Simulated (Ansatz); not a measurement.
# SiN2H6 + H2O: a complex and its separated parts, part 2 of 2

Ansatz 0.2.0, Gaussian basis.

**13. CAM-B3LYP-D4/def2-TZVPP**

The inputs:

parta/in.yaml

```yaml
crystal:
  periodic: [false, false, false]
  atoms:
    - {symbol: Si, position_ang: [1.109559, -0.367065, 0.198120]}
    - {symbol: H, position_ang: [1.151702, -1.542493, -0.720897]}
    - {symbol: H, position_ang: [2.432678, -0.275131, 0.882965]}
    - {symbol: N, position_ang: [-0.004267, -0.429445, 1.495277]}
    - {symbol: N, position_ang: [0.672015, 0.926510, -0.832638]}
    - {symbol: H, position_ang: [0.279313, -0.778280, 2.395155]}
    - {symbol: H, position_ang: [-0.991890, -0.544553, 1.338117]}
    - {symbol: H, position_ang: [0.879919, 0.888349, -1.816126]}
    - {symbol: H, position_ang: [0.610979, 1.872771, -0.494633]}
basis:
  gaussian: {orbitals: def2-TZVPP}
hamiltonian: {xc: {name: CAM-B3LYP}, dispersion: d4}
```

partb/in.yaml

```yaml
crystal:
  periodic: [false, false, false]
  atoms:
    - {symbol: O, position_ang: [-2.215213, 0.148350, -0.470514]}
    - {symbol: H, position_ang: [-1.368450, 0.478849, -0.777975]}
    - {symbol: H, position_ang: [-2.556246, -0.377864, -1.196850]}
basis:
  gaussian: {orbitals: def2-TZVPP}
hamiltonian: {xc: {name: CAM-B3LYP}, dispersion: d4}
```

Each run has its own folder and the same command.

Launch:

```
$ ansatz run in.yaml --threads 4 --pin off --events-out ev --progress --plain --max-ram 9574MiB
```

parta printed, shortened:

```text
Functional definition: CAM-B3LYP
  name "CAM-B3LYP"
  cite "Yanai, Tew & Handy, Chem. Phys. Lett. 393, 51 (2004) doi:10.1016/j.cplett.2004.06.011"
  cite "Iikura, Tsuneda, Yanai & Hirao, J. Chem. Phys. 115, 3540 (2001) doi:10.1063/1.1383587"
  cite "Becke, Phys. Rev. A 38, 3098 (1988) doi:10.1103/PhysRevA.38.3098"
  cite "Lee, Yang & Parr, Phys. Rev. B 37, 785 (1988) doi:10.1103/PhysRevB.37.785"
[...]
  # Exact exchange under (alpha + beta erf(omega r))/r, Becke's under what is left of 1/r.
[...]
955 factors; their error is unknown
267 factors; integrals over basis functions are off by at most 1.4e-5 eV
[...]
mean field -10957.61070972 eV, -402.6847662470 hartree, gradient 2.2e-5 eV, S^2 0.000000; 0 other end points of the search recorded, 0 dependent functions left out
reference -10957.61082428 eV, -402.6847704571 hartree; 17, 17 occupied and 171, 171 virtual orbitals, 955 factors
Total energy: -10957.72552674 eV, -402.6889856944 hartree
```

partb printed, shortened:

```text
[... 6 set-up lines as earlier in the session ...]
[...]
  # Exact exchange under (alpha + beta erf(omega r))/r, Becke's under what is left of 1/r.
[...]
269 factors; their error is unknown
72 factors; integrals over basis functions are off by at most 1.6e-5 eV
[...]
mean field -2079.99969022 eV, -76.4385787413 hartree, gradient 1.1e-5 eV, S^2 0.000000; 0 other end points of the search recorded, 0 dependent functions left out
reference -2079.99975765 eV, -76.4385812192 hartree; 5, 5 occupied and 54, 54 virtual orbitals, 269 factors
Total energy: -2080.00382350 eV, -76.4387306363 hartree
```

Times: 1.6 s (parta), 0.25 s (partb) on 4 threads of Arm Neoverse V1, shared host.

**14. wB97X-V/def2-TZVPP**

The same edit goes into each in.yaml of step 13 (parta, partb):

```diff
-hamiltonian: {xc: {name: CAM-B3LYP}, dispersion: d4}
+hamiltonian: {xc: {name: wB97X-V}}
```

One command serves all of them, each in its own folder.

Launch:

```
$ ansatz run in.yaml --threads 4 --pin off --events-out ev --progress --plain --max-ram 9574MiB
```

Output in parta, shortened:

```text
Functional definition: wB97X-V
  name "wB97X-V"
  cite "Mardirossian & Head-Gordon, Phys. Chem. Chem. Phys. 16, 9904 (2014) doi:10.1039/C3CP54374A"
[... 2 set-up lines as earlier in the session ...]
[...]
      + integral(e_c_pw_opposite_spin*poly(b97_u_opposite, cos0, cos1)) + vv10(b, c)
955 factors; their error is unknown
238 factors; integrals over basis functions are off by at most 1.1e-5 eV
[...]
mean field -10956.47620204 eV, -402.6430738586 hartree, gradient 3.5e-5 eV, S^2 0.000000; 0 other end points of the search recorded, 0 dependent functions left out
reference -10956.47620016 eV, -402.6430737895 hartree; 17, 17 occupied and 171, 171 virtual orbitals, 955 factors
Total energy: -10956.47620016 eV, -402.6430737895 hartree
```

Log of partb, shortened:

```text
[... 5 set-up lines as earlier in the session ...]
[...]
      + integral(e_c_pw_opposite_spin*poly(b97_u_opposite, cos0, cos1)) + vv10(b, c)
269 factors; their error is unknown
69 factors; integrals over basis functions are off by at most 2.2e-5 eV
[...]
mean field -2079.88766814 eV, -76.4344620056 hartree, gradient 2.2e-5 eV, S^2 0.000000; 0 other end points of the search recorded, 0 dependent functions left out
reference -2079.88766724 eV, -76.4344619727 hartree; 5, 5 occupied and 54, 54 virtual orbitals, 269 factors
Total energy: -2079.88766724 eV, -76.4344619727 hartree
```

They took 3.9 s (parta), 0.4 s (partb) on 4 threads of Arm Neoverse V1, shared host.

**15. wB97M-V/def2-TZVPP**

Each input of step 14 (parta, partb) changes in the same lines:

```diff
-hamiltonian: {xc: {name: wB97X-V}}
+hamiltonian: {xc: {name: wB97M-V}}
```

One command serves all of them, each in its own folder.

Launch:

```
$ ansatz run in.yaml --threads 4 --pin off --events-out ev --progress --plain --max-ram 9574MiB
```

parta printed, shortened:

```text
Functional definition: wB97M-V
  name "wB97M-V"
  cite "Mardirossian & Head-Gordon, J. Chem. Phys. 144, 214110 (2016) doi:10.1063/1.4952647"
[... 2 set-up lines as earlier in the session ...]
  # Of w^i u^j: cxij and so on, Table III.
[...]
  gx(w, u) = 1 - cx + cx01*u + cx10*w
[...]
      + integral(e_c_pw_mod_opposite_spin*gos(b97_w_opposite, b97_u_opposite)) + vv10(b, c)
955 factors; their error is unknown
238 factors; integrals over basis functions are off by at most 1.1e-5 eV
[...]
mean field -10956.70110164 eV, -402.6513387667 hartree, gradient 3.1e-5 eV, S^2 0.000000; 0 other end points of the search recorded, 0 dependent functions left out
reference -10956.70114751 eV, -402.6513404522 hartree; 17, 17 occupied and 171, 171 virtual orbitals, 955 factors
Total energy: -10956.70114751 eV, -402.6513404522 hartree
```

Output in partb, shortened:

```text
[... 5 set-up lines as earlier in the session ...]
  # Of w^i u^j: cxij and so on, Table III.
[...]
  gx(w, u) = 1 - cx + cx01*u + cx10*w
[...]
      + integral(e_c_pw_mod_opposite_spin*gos(b97_w_opposite, b97_u_opposite)) + vv10(b, c)
269 factors; their error is unknown
69 factors; integrals over basis functions are off by at most 2.2e-5 eV
[...]
mean field -2079.85937607 eV, -76.4334222913 hartree, gradient 2.9e-5 eV, S^2 0.000000; 0 other end points of the search recorded, 0 dependent functions left out
reference -2079.85939808 eV, -76.4334231001 hartree; 5, 5 occupied and 54, 54 virtual orbitals, 269 factors
Total energy: -2079.85939808 eV, -76.4334231001 hartree
```

Times: 4.4 s (parta), 0.4 s (partb) on 4 threads of Arm Neoverse V1, shared host.

**16. B2PLYP/def2-TZVPP**

Each input of step 15 (parta, partb) changes in the same lines:

```diff
-hamiltonian: {xc: {name: wB97M-V}}
+hamiltonian: {xc: {name: B2PLYP}}
```

Each run has its own folder and the same command.

Launch:

```
$ ansatz run in.yaml --threads 4 --pin off --events-out ev --progress --plain --max-ram 9574MiB
```

Log of parta, shortened:

```text
Functional definition: B2PLYP
  name "B2PLYP"
  cite "Grimme, J. Chem. Phys. 124, 034108 (2006) doi:10.1063/1.2148954"
[... 2 set-up lines as earlier in the session ...]
[...]
1079 factors; integrals over basis functions are off by at most 1.3e-3 eV
[...]
mean field -10948.03930248 eV, -402.3330235187 hartree, gradient 4.4e-6 eV, S^2 0.000000; 0 other end points of the search recorded, 0 dependent functions left out
7 core orbitals not correlated: weight in the atoms' cores, before any rotation towards them, 1.000 or more for the frozen orbitals, at most 0.000 for the correlated occupied ones
reference -10948.03945297 eV, -402.3330290489 hartree; 10, 10 occupied and 171, 171 virtual orbitals, 1079 factors
second order -18.41187489 eV of doubles, -0.00000000 eV of singles
Total energy: -10953.01065919 eV, -402.5157175079 hartree
```

Log of partb, shortened:

```text
[... 5 set-up lines as earlier in the session ...]
[...]
361 factors; integrals over basis functions are off by at most 7.6e-4 eV
[...]
mean field -2077.03829519 eV, -76.3297494810 hartree, gradient 8.4e-7 eV, S^2 0.000000; 0 other end points of the search recorded, 0 dependent functions left out
1 core orbitals not correlated: weight in the atoms' cores, before any rotation towards them, 1.000 or more for the frozen orbitals, at most 0.000 for the correlated occupied ones
reference -2077.03838021 eV, -76.3297526055 hartree; 4, 4 occupied and 54, 54 virtual orbitals, 361 factors
second order -8.41863432 eV of doubles, -0.00000000 eV of singles
Total energy: -2079.31141148 eV, -76.4132849639 hartree
```

Times: 2.4 s (parta), 0.25 s (partb) on 4 threads of Arm Neoverse V1, shared host.

**17. PBE-QIDH/def2-TZVPP**

The same edit goes into each in.yaml of step 16 (parta, partb):

```diff
-hamiltonian: {xc: {name: B2PLYP}}
+hamiltonian: {xc: {name: PBE-QIDH}}
```

One command serves all of them, each in its own folder.

Launch:

```
$ ansatz run in.yaml --threads 4 --pin off --events-out ev --progress --plain --max-ram 9574MiB
```

Log of parta, shortened:

```text
Functional definition: PBE-QIDH
  name "PBE-QIDH"
  cite "Brémond, Sancho-García, Pérez-Jiménez & Adamo, J. Chem. Phys. 141, 031101 (2014) doi:10.1063/1.4890314"
[... 1 set-up line as earlier in the session ...]
[...]
1079 factors; integrals over basis functions are off by at most 1.3e-3 eV
[...]
mean field -10943.45808474 eV, -402.1646668718 hartree, gradient 4.5e-6 eV, S^2 0.000000; 0 other end points of the search recorded, 0 dependent functions left out
7 core orbitals not correlated: weight in the atoms' cores, before any rotation towards them, 1.000 or more for the frozen orbitals, at most 0.000 for the correlated occupied ones
reference -10943.45809639 eV, -402.1646672999 hartree; 10, 10 occupied and 171, 171 virtual orbitals, 1079 factors
second order -17.12613468 eV of doubles, -0.00000000 eV of singles
Total energy: -10949.16680795 eV, -402.3744585802 hartree
```

Log of partb, shortened:

```text
[... 4 set-up lines as earlier in the session ...]
[...]
361 factors; integrals over basis functions are off by at most 7.6e-4 eV
[...]
mean field -2075.58437610 eV, -76.2763189400 hartree, gradient 2.2e-6 eV, S^2 0.000000; 0 other end points of the search recorded, 0 dependent functions left out
1 core orbitals not correlated: weight in the atoms' cores, before any rotation towards them, 1.000 or more for the frozen orbitals, at most 0.000 for the correlated occupied ones
reference -2075.58438159 eV, -76.2763191418 hartree; 4, 4 occupied and 54, 54 virtual orbitals, 361 factors
second order -7.85891462 eV of doubles, -0.00000000 eV of singles
Total energy: -2078.20401980 eV, -76.3725890702 hartree
```

They took 2.5 s (parta), 0.25 s (partb) on 4 threads of Arm Neoverse V1, shared host.

**18. RPA on PBE/def2-TZVPP**

The same edit goes into each in.yaml of step 17 (parta, partb):

```diff
-hamiltonian: {xc: {name: PBE-QIDH}}
+hamiltonian: {xc: pbe}
+correlation: {method: rpa}
```

Each run has its own folder and the same command.

Launch:

```
$ ansatz run in.yaml --threads 4 --pin off --events-out ev --progress --plain --max-ram 9574MiB
```

Log of parta, shortened:

```text
[... 4 set-up lines as earlier in the session ...]
[...]
1079 factors; integrals over basis functions are off by at most 1.3e-3 eV
[...]
mean field -10950.66814622 eV, -402.4296317442 hartree, gradient 4.4e-6 eV, S^2 0.000000; 0 other end points of the search recorded, 0 dependent functions left out
7 core orbitals not correlated: weight in the atoms' cores, before any rotation towards them, 1.000 or more for the frozen orbitals, at most 0.000 for the correlated occupied ones
reference -10923.04942135 eV, -401.4146623258 hartree; 10, 10 occupied and 171, 171 virtual orbitals, 1079 factors
Total energy: -10948.62156088 eV, -402.3544211199 hartree
```

partb printed, shortened:

```text
[... 4 set-up lines as earlier in the session ...]
[...]
361 factors; integrals over basis functions are off by at most 7.6e-4 eV
[...]
mean field -2078.40752953 eV, -76.3800679149 hartree, gradient 2.1e-6 eV, S^2 0.000000; 0 other end points of the search recorded, 0 dependent functions left out
1 core orbitals not correlated: weight in the atoms' cores, before any rotation towards them, 1.000 or more for the frozen orbitals, at most 0.000 for the correlated occupied ones
reference -2069.53701029 eV, -76.0540823457 hartree; 4, 4 occupied and 54, 54 virtual orbitals, 361 factors
Total energy: -2080.48256334 eV, -76.4563240010 hartree
```

Times: 2.4 s (parta), 0.25 s (partb) on 4 threads of Arm Neoverse V1, shared host.

**19. CCSD(T)/def2-TZVPP**

Each input of step 18 (parta, partb) changes in the same lines:

```diff
-hamiltonian: {xc: pbe}
-correlation: {method: rpa}
+correlation: {method: ccsd_t}
```

One command serves all of them, each in its own folder.

Launch:

```
$ ansatz run in.yaml --threads 4 --pin off --events-out ev --progress --plain --max-ram 9574MiB
```

Log of parta, shortened:

```text
Functional definition: HF
  name "HF"
  cite "Fock, Z. Phys. 61, 126 (1930) doi:10.1007/BF01340294"
[... 1 set-up line as earlier in the session ...]
[...]
1079 factors; integrals over basis functions are off by at most 1.3e-3 eV
[...]
mean field -10924.02254447 eV, -401.4504239408 hartree, gradient 2.2e-6 eV, S^2 0.000000; 0 other end points of the search recorded, 0 dependent functions left out
7 core orbitals not correlated: weight in the atoms' cores, before any rotation towards them, 1.000 or more for the frozen orbitals, at most 0.000 for the correlated occupied ones
reference -10924.02254447 eV, -401.4504239408 hartree; 10, 10 occupied and 171, 171 virtual orbitals, 1079 factors
second order -15.28478119 eV of doubles, -0.00000000 eV of singles
cycle   1  -15.74521936 eV  change   -4.6e-1 eV  update   7.3e-2
[...]
cycle   9  -16.15869662 eV  change   -2.2e-6 eV  update   1.3e-5
perturbative correction -0.56661743 eV, -0.0208228064 hartree
Total energy: -10940.74785852 eV, -402.0650678954 hartree
```

Output in partb, shortened:

```text
[... 4 set-up lines as earlier in the session ...]
[...]
361 factors; integrals over basis functions are off by at most 7.6e-4 eV
[...]
mean field -2069.76244764 eV, -76.0623670154 hartree, gradient 3.6e-6 eV, S^2 0.000000; 0 other end points of the search recorded, 0 dependent functions left out
1 core orbitals not correlated: weight in the atoms' cores, before any rotation towards them, 1.000 or more for the frozen orbitals, at most 0.000 for the correlated occupied ones
reference -2069.76244764 eV, -76.0623670154 hartree; 4, 4 occupied and 54, 54 virtual orbitals, 361 factors
second order -7.10550745 eV of doubles, -0.00000000 eV of singles
cycle   1  -7.11158411 eV  change   -6.1e-3 eV  update   4.1e-2
[...]
cycle   8  -7.26603173 eV  change    3.3e-6 eV  update   7.2e-6
perturbative correction -0.20739633 eV, -0.0076216747 hartree
Total energy: -2077.23587570 eV, -76.3370104310 hartree
```

Times: 23 s (parta), 0.25 s (partb) on 4 threads of Arm Neoverse V1, shared host; peak memory 1.9 GiB.

**20. Vibrations of SiN2H6**

Input file vib-parta/in.yaml:

```yaml
crystal:
  periodic: [false, false, false]
  atoms:
    - {symbol: Si, position_ang: [1.109559, -0.367065, 0.198120]}
    - {symbol: H, position_ang: [1.151702, -1.542493, -0.720897]}
    - {symbol: H, position_ang: [2.432678, -0.275131, 0.882965]}
    - {symbol: N, position_ang: [-0.004267, -0.429445, 1.495277]}
    - {symbol: N, position_ang: [0.672015, 0.926510, -0.832638]}
    - {symbol: H, position_ang: [0.279313, -0.778280, 2.395155]}
    - {symbol: H, position_ang: [-0.991890, -0.544553, 1.338117]}
    - {symbol: H, position_ang: [0.879919, 0.888349, -1.816126]}
    - {symbol: H, position_ang: [0.610979, 1.872771, -0.494633]}
basis:
  gaussian: {orbitals: def2-TZVP}
hamiltonian: {xc: pbe0, dispersion: d4}
phonons: {temperatures: {t_min: 298.15, t_max: 900, t_step: 200}}
```

Launch:

```
$ ansatz run in.yaml --threads 4 --pin off --events-out ev --progress --plain --max-ram 9574MiB
```

The program printed, shortened:

```text
[... 5 set-up lines as earlier in the session ...]
[...]
842 factors; their error is unknown
[...]
mean field -10951.66745170 eV, -402.4663555433 hartree, gradient 1.6e-5 eV, S^2 0.000000; 0 other end points of the search recorded, 0 dependent functions left out
[...]
Atom 7 at     0.879919     0.888349    -1.816126 Å, force    -0.000996    -0.000335    -0.000886 eV/Å
Atom 8 at     0.610979     1.872771    -0.494633 Å, force     0.000543    -0.001686    -0.000242 eV/Å
Dipole moment:    -0.120024     0.095675     0.020969 e Å
Vibrations: 206.64 252.60 335.41 350.32 422.59 599.68 682.48 813.67 821.07 889.61 900.99 981.70 987.99 1573.84 1577.43 2174.71 2190.14 3612.28 3613.41 3711.92 3712.88 cm⁻¹, zero-point energy 1.885264 eV
```

Run time: 44 s. Hardware: 4 threads of Arm Neoverse V1, shared host.

The modes, with what each moves most:

| mode | wavenumber (cm⁻¹) | character |
| --- | --- | --- |
| 1 | 207 | bend with torsion |
| 2 | 253 | torsion |
| 3 | 335 | torsion |
| 4 | 350 | torsion |
| 5 | 423 | torsion |
| 6 | 600 | torsion with bend |
| 7 | 682 | bend |
| 8 | 814 | bend with wag or twist |
| 9 | 821 | Si–N stretch |
| 10 | 890 | Si–N stretch |
| 11 | 901 | bend |
| 12 | 982 | bend with wag or twist |
| 13 | 988 | wag or twist with bend |
| 14 | 1574 | bend |
| 15 | 1577 | bend |
| 16 | 2175 | Si–H stretch |
| 17 | 2190 | Si–H stretch |
| 18 | 3612 | N–H stretch |
| 19 | 3613 | N–H stretch |
| 20 | 3712 | N–H stretch |
| 21 | 3713 | N–H stretch |

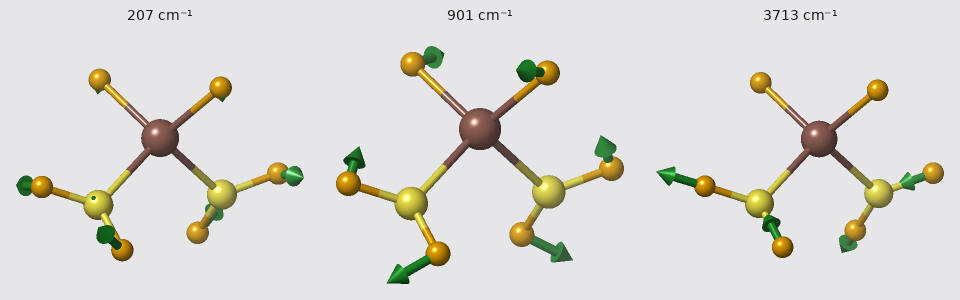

Displacements of 3 modes, as arrows.

Vibrational sums (real modes only):

| T (K) | entropy (J/mol/K) | heat capacity (J/mol/K) |
| --- | --- | --- |
| 298 | 36.5 | 55.5 |
| 498 | 72.8 | 85.6 |
| 698 | 104.9 | 104.4 |
| 898 | 132.9 | 117.8 |

**21. Vibrations of H2O**

Input file vib-partb/in.yaml:

```yaml
crystal:
  periodic: [false, false, false]
  atoms:
    - {symbol: O, position_ang: [-2.215213, 0.148350, -0.470514]}
    - {symbol: H, position_ang: [-1.368450, 0.478849, -0.777975]}
    - {symbol: H, position_ang: [-2.556246, -0.377864, -1.196850]}
basis:
  gaussian: {orbitals: def2-TZVP}
hamiltonian: {xc: pbe0, dispersion: d4}
phonons: {temperatures: {t_min: 298.15, t_max: 900, t_step: 200}}
```

Launch:

```
$ ansatz run in.yaml --threads 4 --pin off --events-out ev --progress --plain --max-ram 9574MiB
```

The program printed, shortened:

```text
[... 5 set-up lines as earlier in the session ...]
[...]
239 factors; their error is unknown
[...]
mean field -2078.33307681 eV, -76.3773318278 hartree, gradient 1.2e-5 eV, S^2 0.000000; 0 other end points of the search recorded, 0 dependent functions left out
[...]
Total energy: -2078.33734651 eV, -76.3774887368 hartree
Atom 0 at    -2.215213     0.148350    -0.470514 Å, force    -0.000841     0.000326     0.001719 eV/Å
Atom 1 at    -1.368450     0.478849    -0.777975 Å, force     0.000089    -0.000402    -0.000976 eV/Å
Atom 2 at    -2.556246    -0.377864    -1.196850 Å, force     0.000752     0.000076    -0.000743 eV/Å
Dipole moment:     0.186488    -0.072170    -0.381214 e Å
Vibrations: 1622.72 3851.76 3959.59 cm⁻¹, zero-point energy 0.584838 eV
```

Run time: 0.65 s. Hardware: 4 threads of Arm Neoverse V1, shared host.

The modes, with what each moves most:

| mode | wavenumber (cm⁻¹) | character |
| --- | --- | --- |
| 1 | 1623 | bend |
| 2 | 3852 | O–H stretch |
| 3 | 3960 | O–H stretch |

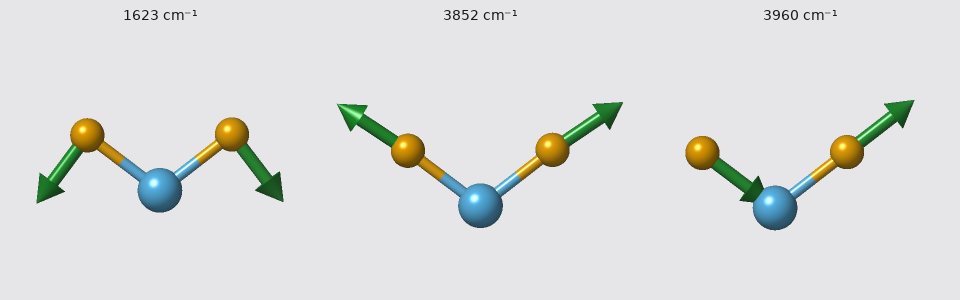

Displacements of 3 modes, as arrows.

Vibrational sums (real modes only):

| T (K) | entropy (J/mol/K) | heat capacity (J/mol/K) |
| --- | --- | --- |
| 298 | 0.0 | 0.2 |
| 498 | 0.4 | 1.7 |
| 698 | 1.4 | 3.9 |
| 898 | 2.6 | 6.1 |

**22. Complex less separated parts**

The complex's own energies come from single points at the same levels.

Rows are in def2-TZVPP; times add the 3 runs of a level on a shared host, so small differences are noise.

Differences are taken before rounding.

| method | rung | complex less parts (kJ/mol) | from CCSD(T) (kJ/mol) | time |
| --- | --- | --- | --- | --- |
| SPW92 | LDA | -55.0 | -22.9 | 1.9 s |
| PBE-D4 | GGA | -39.1 | -7.0 | 3.2 s |
| BLYP-D4 | GGA | -36.6 | -4.6 | 3.3 s |
| r2SCAN-D4 | meta-GGA | -35.8 | -3.7 | 6.6 s |
| B97M-V | meta-GGA | -33.5 | -1.4 | 12 s |
| PBE0-D4 | hybrid | -35.6 | -3.5 | 4.4 s |
| B3LYP-D4 | hybrid | -35.0 | -2.9 | 4.1 s |
| r2SCAN0-D4 | hybrid | -34.2 | -2.1 | 7.2 s |
| BHLYP-D4 | hybrid | -33.0 | -0.9 | 3.9 s |
| CAM-B3LYP-D4 | range-separated hybrid | -35.9 | -3.8 | 4.4 s |
| wB97X-V | range-separated hybrid | -33.2 | -1.1 | 11 s |
| wB97M-V | range-separated hybrid | -34.0 | -2.0 | 12 s |
| B2PLYP | double hybrid | -29.5 | +2.6 | 7.6 s |
| PBE-QIDH | double hybrid | -31.5 | +0.6 | 7.5 s |
| RPA on PBE | RPA | -28.8 | +3.3 | 8.1 s |
| Hartree-Fock | wavefunction | -12.7 | +19.3 |  |
| MP2 | wavefunction | -32.8 | -0.7 |  |
| CCSD | wavefunction | -28.7 | +3.4 |  |
| CCSD(T) | wavefunction | -32.1 | 0 | 2.7 min |

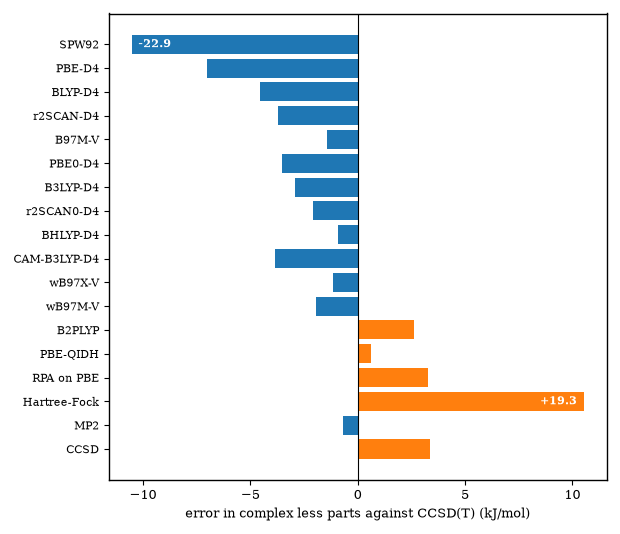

Deviations from CCSD(T), method by method. Bars with a number in them are cut short.

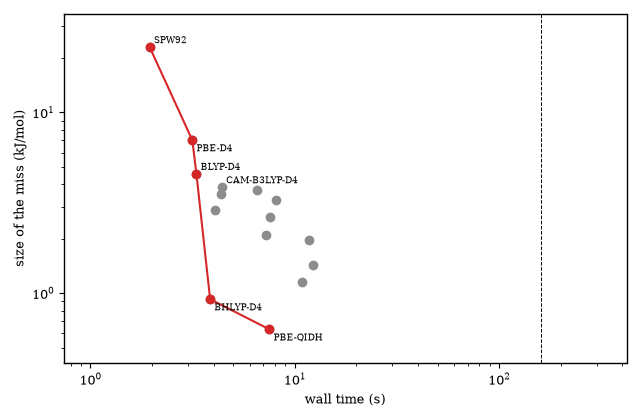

Accuracy for the time spent; red marks the levels that beat every quicker one drawn (of those quicker than the yardstick), and the dashed line is the time of CCSD(T). Only those levels and the largest misses are named. Times are from a shared host.

For cost: PBE-QIDH gets within 0.6 kJ/mol in 7.5 s, where CCSD(T) took 2.7 min; the quickest level in the cost chart, SPW92, takes 1.9 s and misses by 22.9 kJ/mol.

The complex's zero-point energy, from a separate PBE0-D4 run, is 2.579 eV.

**23. Summary of results**

This closing draws on all 2 parts.

| quantity | value |
| --- | --- |
| complex less parts, CCSD(T)/def2-TZVPP | -32.1 kJ/mol |
| with zero-point energy | -21.6 kJ/mol |
| largest T1 diagnostic | 0.010 |

**Reading.** At CCSD(T) the complex lies 32.1 kJ/mol below its parts. Among the functionals PBE-QIDH lands nearest to CCSD(T) (+0.6 kJ/mol) and SPW92 farthest (-22.9 kJ/mol). By rung, the mean size of the error is: LDA 22.9, GGA 5.8, meta-GGA 2.6, hybrid 2.4, range-separated hybrid 2.3, double hybrid 1.6 kJ/mol. The double hybrids carry no dispersion term here, unlike the levels marked D4 or V. PBE-D4 gives a relative energy 7.0 kJ/mol too low, outside chemical accuracy (1 kcal/mol, 4.2 kJ/mol). No counterpoise was applied, and triple zeta lacks some correlation, so the CCSD(T) reference has a basis error of its own, and close matches with it are partly luck.
